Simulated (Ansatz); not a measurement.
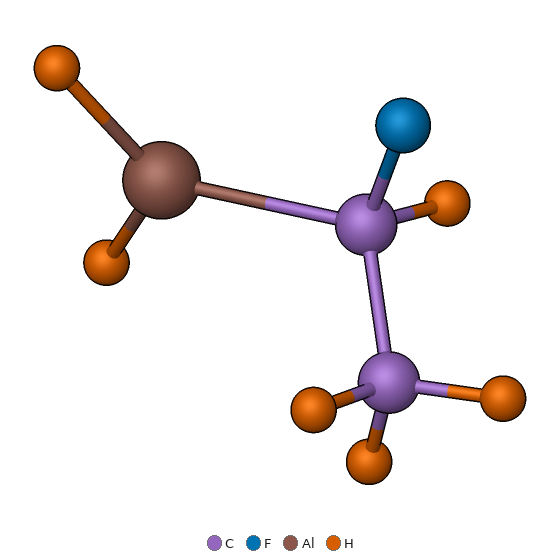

Sticks follow a distance rule. Harmonic vibrations computed with RKS PBE0-D4/def2-TZVP (Ansatz 0.2.0) at a stationary point of the same level.

Is this a minimum or a saddle point?

A minimum: no imaginary frequency, and the lowest mode lies at 63 cm⁻¹.

How many vibrational modes are there, and where do they lie?

24 modes: 63, 156, 203, 262, 377, 494, 566, 622, 776, 891, 967, 1051, 1132, 1252, 1331, 1393, 1467, 1500, 1912, 1939, 3002, 3035, 3107, 3115 cm⁻¹.
